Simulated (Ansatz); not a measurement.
**BBrH2O (SMILES OBBr): functionals against CCSD(T) at one geometry**

How do the functionals fare away from a minimum? The structure is a structure displaced at random from a GFN2-xTB minimum.

The runs use Ansatz 0.2.0, Gaussian basis; single points in def2-TZVPP.

Correlated methods freeze the cores. Filled d shells of the heavier atoms are correlated.

## Step 1: The starting structure

SMILES `OBBr`, 5 atoms, charge 0, spin multiplicity 1.

Atoms are counted from 1 here; the program's logs count them from 0.

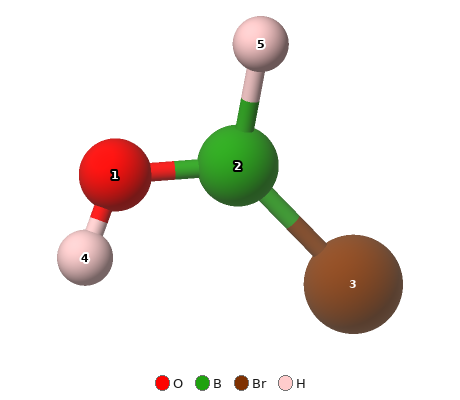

As it starts; oxygen red, boron green, bromine brown, hydrogen pink; atoms are numbered from 1 in the order of the file.

Geometry (Å):

```xyz
5

O    -0.46010   -0.89260   -0.20330
B     0.32430    0.09460    0.19260
Br    0.03420    1.88900    0.18980
H    -1.22440   -0.61580   -0.68550
H     1.56300   -0.56900    0.38900
```

## Step 2: CCSD(T)/def2-TZVPP

run/in.yaml

```yaml
crystal:
  periodic: [false, false, false]
  atoms:
    - {symbol: O, position_ang: [-0.460100, -0.892600, -0.203300]}
    - {symbol: B, position_ang: [0.324300, 0.094600, 0.192600]}
    - {symbol: Br, position_ang: [0.034200, 1.889000, 0.189800]}
    - {symbol: H, position_ang: [-1.224400, -0.615800, -0.685500]}
    - {symbol: H, position_ang: [1.563000, -0.569000, 0.389000]}
basis:
  gaussian: {orbitals: def2-TZVPP}
correlation: {method: ccsd_t}
output: {forces: true}
```

No record of the launch command was kept for these runs.

## Step 3: PBE0-D4/def2-TZVPP

run/in.yaml, as its differences from that of step 2:

```diff
@@ -10,3 +10,3 @@
   gaussian: {orbitals: def2-TZVPP}
-correlation: {method: ccsd_t}
-output: {forces: true}
+hamiltonian: {xc: pbe0, dispersion: d4}
+output: {forces: true, orbitals: {seedname: orbitals}}
```

## Step 4: wB97M-V/def2-TZVPP

run/in.yaml, as its differences from that of step 3:

```diff
@@ -10,3 +10,3 @@
   gaussian: {orbitals: def2-TZVPP}
-hamiltonian: {xc: pbe0, dispersion: d4}
-output: {forces: true, orbitals: {seedname: orbitals}}
+hamiltonian: {xc: {name: wB97M-V}}
+output: {forces: true}
```

## Step 5: r2SCAN-D4/def2-TZVPP

run/in.yaml, as its differences from that of step 4:

```diff
@@ -10,3 +10,3 @@
   gaussian: {orbitals: def2-TZVPP}
-hamiltonian: {xc: {name: wB97M-V}}
+hamiltonian: {xc: r2scan, dispersion: d4}
 output: {forces: true}
```

## Step 6: PBE-D4/def2-TZVPP

run/in.yaml, as its differences from that of step 5:

```diff
@@ -10,3 +10,3 @@
   gaussian: {orbitals: def2-TZVPP}
-hamiltonian: {xc: r2scan, dispersion: d4}
+hamiltonian: {xc: pbe, dispersion: d4}
 output: {forces: true}
```

## Step 7: SPW92/def2-TZVPP

run/in.yaml, as its differences from that of step 6:

```diff
@@ -10,3 +10,3 @@
   gaussian: {orbitals: def2-TZVPP}
-hamiltonian: {xc: pbe, dispersion: d4}
+hamiltonian: {xc: lda}
 output: {forces: true}
```

## Step 8: wB97X-V/def2-TZVPP

run/in.yaml, as its differences from that of step 7:

```diff
@@ -10,3 +10,3 @@
   gaussian: {orbitals: def2-TZVPP}
-hamiltonian: {xc: lda}
+hamiltonian: {xc: {name: wB97X-V}}
 output: {forces: true}
```

(Steps that only read results are left out.)

Q: Predict the outcome of this session. Wanted: energy less free atoms, CCSD(T)/def2-TZVPP; RMS force component; RMS force error; HOMO and LUMO, PBE0-D4; T1 diagnostic.

The runs gave:

| quantity | value |
| --- | --- |
| energy less free atoms, CCSD(T)/def2-TZVPP | -1698.6 kJ/mol |
| RMS force component | 1.676 to 1.872 eV/Å over the methods |
| RMS force error | PBE0-D4 0.168, wB97M-V 0.119, r2SCAN-D4 0.121, PBE-D4 0.240, SPW92 0.414, wB97X-V 0.077 eV/Å |
| HOMO and LUMO, PBE0-D4 | -8.34 and -0.50 eV |
| T1 diagnostic | 0.011 |

What this shows: Against CCSD(T) the functionals' energies less atoms differ by -337.8 to -42.4 kJ/mol, PBE-D4 by -94.4 kJ/mol. The reference is not at the basis limit: in triple zeta CCSD(T) underbinds, which counts against methods that bind more; the gaps are no ranking. On forces the order runs from wB97X-V to SPW92. Frozen-core CCSD(T) forces in triple zeta carry basis errors of their own, and this is one geometry, so small gaps rank nothing.
